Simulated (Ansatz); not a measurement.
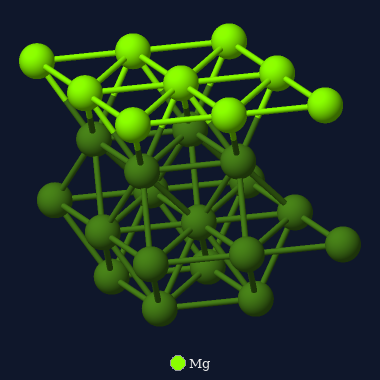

The system is CO on a Mg(001) slab cut from the P6_3/mmc phase, its upper half relaxed before the scan (16 atoms of substrate and one adsorbate in a 2 × 2 cell); the picture shows it without the atoms that are moved over the map. CO (O end down) is moved over the surface cell at a fixed height above a rigid substrate; the origin of the map has the adsorbate above Mg13; the height is held at 3.60 Å. Places are given modulo a cell vector. The map is drawn in real space over the plane of the surface. Grid: 6 × 6 points; 10 points were computed and 26 follow by symmetry. Places are given in fractions of the 1 × 1 surface cell. Energies: meV, counted from the lowest grid point. At a fixed height the lowest place need not be the adsorption site. All numbers below come from DFT PBE+D3(BJ), scalar-relativistic, plane waves, PAW (Ansatz 0.2.0). Settings: cutoff 420 eV, k-mesh 6×6×1, gaussian smearing 0.1 eV, no spin polarisation.

Range: position of O17 along the first surface vector from 0.000 to 0.833; position of O17 along the second surface vector from 0.000 to 0.833.

**What will the energy surface look like?**

The lowest grid point is at the top site over a surface Mg atom, (0/6, 0/6) of the cell vectors. It is the only kind of minimum in the scanned range. The highest grid point, a threefold hollow over a second-layer Mg atom, (2/6, 4/6) of the cell vectors, lies 5.35 meV above the lowest. On the interpolated surface the easiest way out of the lowest well to its copy in the next cell or period passes a barrier of about 4.3 meV.

```csv
"second ↓, first →",0/6,1/6,2/6,3/6,4/6,5/6
5/6,1.11,2.90,4.68,4.68,2.90,1.11
4/6,3.32,4.68,5.35,4.68,3.32,2.63
3/6,4.42,4.68,4.68,4.42,4.14,4.14
2/6,3.32,2.90,3.32,4.14,4.54,4.14
1/6,1.11,1.11,2.63,4.14,4.14,2.63
0/6,0.00,1.11,3.32,4.42,3.32,1.11
```

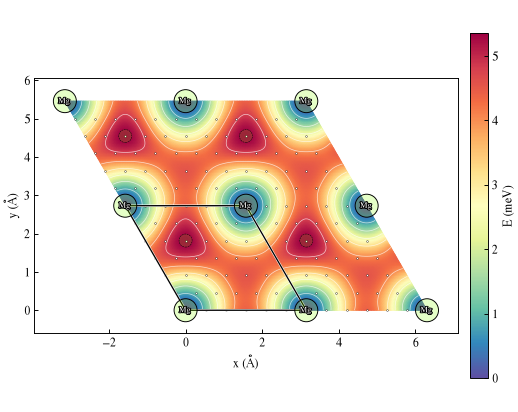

Drawn: a smooth colour map with a few white contour lines, dots at the grid points, labelled circles for the atoms of the top layer and small ones for the second layer, the outline of one cell of the 2 × 2 shown. Between grid points the surface is interpolated.

The whole map (10 points run) took 5.7 min on 4 threads of Intel(R) Xeon(R) Platinum 8259CL CPU @ 2.50GHz (Skylake/Cascade Lake), with other jobs on the host.
